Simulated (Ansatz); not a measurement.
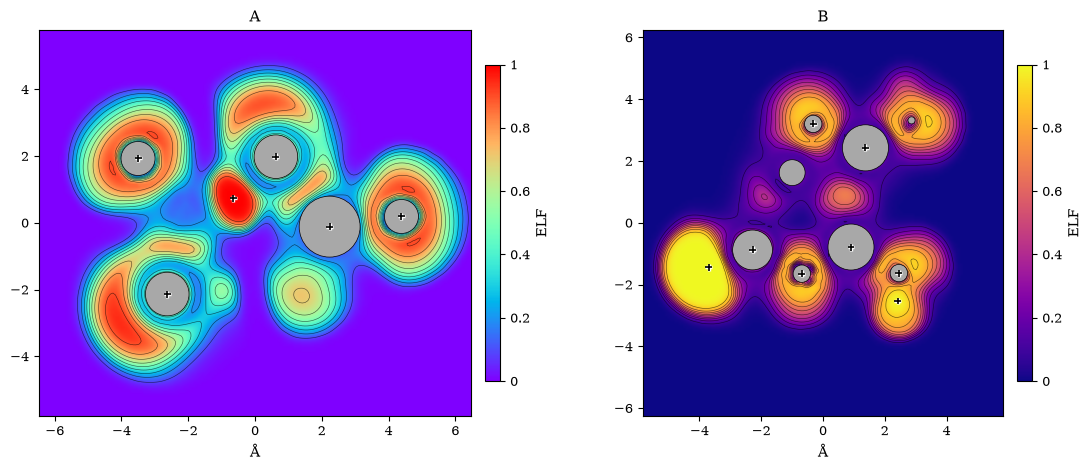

The electron localisation function of 2 systems, each on a plane through atoms (crosses mark nuclei in the plane; grey discs cover the cores).

Level of theory: RKS PBE0-D4/def2-SVP in Ansatz.

System 1: Cl₆Ga₃H₆Sb₃ ((Cl2Ga-mu-SbH2)3), the plane of atoms Cl7, Ga5 and Sb8. Geometry: r2SCAN-D4/def2-SVP; core potentials replace the inner electrons of Sb.

```xyz
18

Ga    1.5139    1.8321   -0.0332
Cl    2.9980    0.2573    0.0886
Cl    2.0835    3.7657    0.7253
Sb   -0.2406    1.5793   -1.9574
Ga   -1.9478   -0.5769   -1.5340
Cl   -2.8132    0.3458    0.2622
Cl   -3.2526   -0.6154   -3.2714
Sb   -0.3339   -2.6174   -1.0738
Ga    0.4344   -1.8651    2.0898
Cl    2.2326   -3.0669    2.1325
Cl   -1.3896   -2.9931    2.4537
Sb    0.5373    0.6359    2.9514
H    -0.8957    3.1443   -2.0163
H     0.8049    1.7222   -3.2923
H     0.2757   -1.5675    0.2359
H     0.8463   -1.8808   -2.0958
H    -1.1767    0.6810    3.0569
H     0.3234    1.2199    1.2779
```

System 2: Ga₄H₆O₉, the plane of atoms Ga1, O8 and Ga3. Geometry: r2SCAN-D4/def2-SVP.

```xyz
19

Ga   -0.0613    1.6856    0.0780
Ga   -0.4203   -1.3189   -0.7168
Ga   -2.5745   -0.1451    0.7845
Ga    2.0924   -0.6045   -0.7389
O    -2.2648   -1.0731   -1.0125
O     1.0235    0.6756    1.5213
O     2.2677    0.0905    1.0225
O    -1.7598    1.4209    0.6458
O    -0.9854   -1.2580    1.1823
O     0.3932    0.3367   -1.1080
O     1.1051   -2.2062   -0.8738
O     0.6232    3.2995   -0.1873
O     3.6020   -0.3878   -1.6526
H     0.4774   -0.1037    1.7750
H     0.2179    3.9693    0.3781
H    -1.0287   -2.1136    1.6358
H    -3.9127   -0.5674    1.4076
H     3.7194   -1.0848   -2.3112
H    -2.5144   -0.6150   -1.8298
```

Which map belongs to which system?

Panel A is system 1, Cl₆Ga₃H₆Sb₃: the plane holds Ga, Cl, Sb and H. Ga–Cl (2.17 Å): the ELF peaks at about 0.85 in the valence shell of Cl, 0.8 Å from its nucleus, and is about 0.55 at the midpoint. Panel B is system 2, Ga₄H₆O₉: the plane holds Ga, O and H. Ga–O (1.77 Å): the ELF peaks at about 0.80 in the valence shell of O, 0.6 Å from its nucleus, and is about 0.25 at the midpoint.
